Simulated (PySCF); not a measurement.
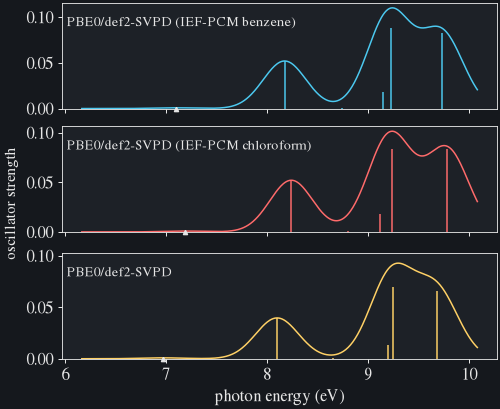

Vertical TDDFT spectra of CH₄O, SMILES CO at one geometry and several levels (PySCF, at a PBE0-D3(BJ)/def2-SVP geometry (no frequency check)); sticks with Gaussians of 1/e half-width 0.30 eV, the triangle marks S1, which has the same leading orbital pair at all these levels. Only the lowest states were computed, so the high end is incomplete.

### How far does S1 move with the level of theory?

From lowest to highest: PBE0/def2-SVPD 6.96 eV, PBE0/def2-SVPD (IEF-PCM benzene) 7.10 eV, PBE0/def2-SVPD (IEF-PCM chloroform) 7.18 eV; a spread of 0.22 eV.

Caveats, for all or some of the runs: core orbitals are frozen in the response; states above the negative HOMO energy depend on the basis.
